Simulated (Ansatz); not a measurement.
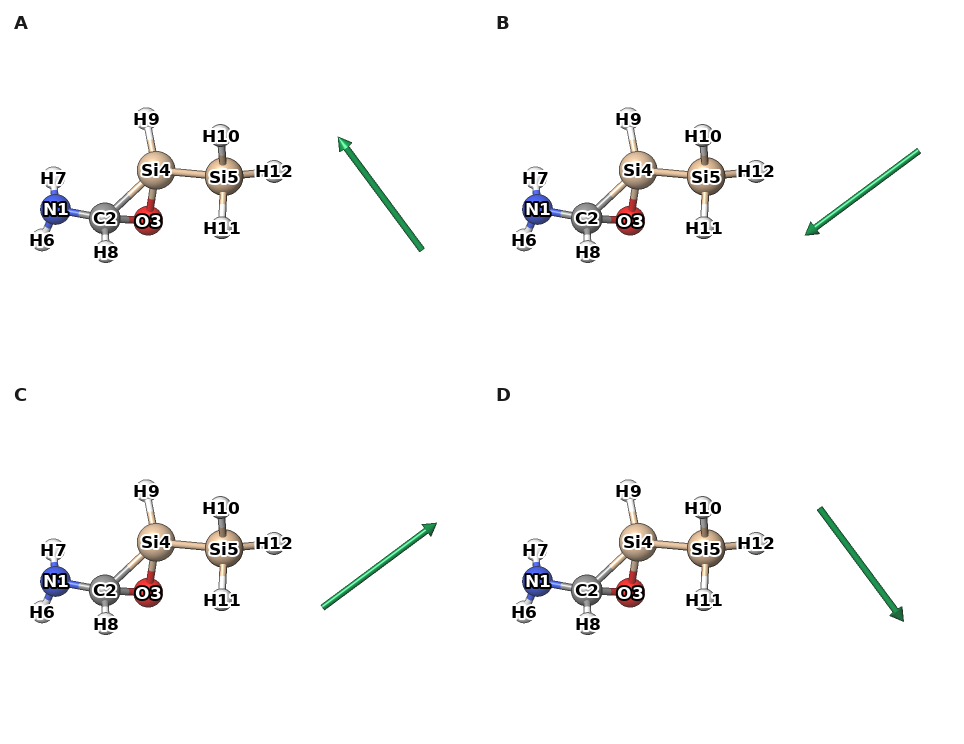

The same molecule four times, each with an arrow. The geometry was computed by an optimisation with PBE-D4/def2-SVP. No frequency run is at hand to confirm it as a minimum. Method: RKS PBE-D4/def2-SVP (Ansatz 0.2.0).

### Which arrow points along the dipole moment, from the negative to the positive end?

A. The dipole moment is 0.80 D; it points from the side of H11 to the side of H7, H9 (the outermost atoms at the two ends).
